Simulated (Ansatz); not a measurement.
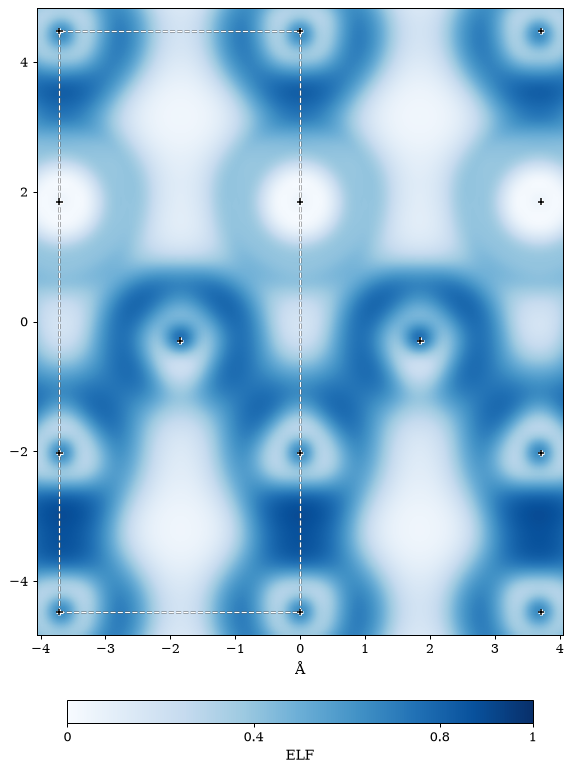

The ELF on a plane through atoms (crosses mark nuclei in the plane).

Theory: Ansatz, DFT PBE, scalar-relativistic, plane waves, PAW.

Candidates:
A. SiB₅C, a = 8.66 Å, b = 6.20 Å, c = 5.01 Å, α = 90.00°, β = 112.61°, γ = 90.00°. Space group C2/m; a generated structure, not necessarily the stable one.
B. Si₅Ge₂, a = 3.71 Å, b = 3.71 Å, c = 8.95 Å, α = 90.00°, β = 90.00°, γ = 90.00°. Space group P4mm; a generated structure, not necessarily the stable one.
C. LuAl₃N₄, a = 6.64 Å, b = 5.73 Å, c = 5.20 Å, α = 90.00°, β = 90.00°, γ = 90.00°. Space group Pmn2₁; a generated structure, not necessarily the stable one; changed on purpose from its base cell (volume × 1.03, shape and atoms relaxed); computed pressure about −5 GPa in this cell.

Which system is this?

Candidate B: Si₅Ge₂ on the (010) plane of the conventional cell, which holds Si and Ge. Si–Si (2.45 Å): the ELF peaks at about 0.90 between the atoms. Si–Ge (2.63 Å): the ELF peaks at about 0.80 in the valence shell of Si, 1.0 Å from its nucleus, and is about 0.70 at the midpoint.
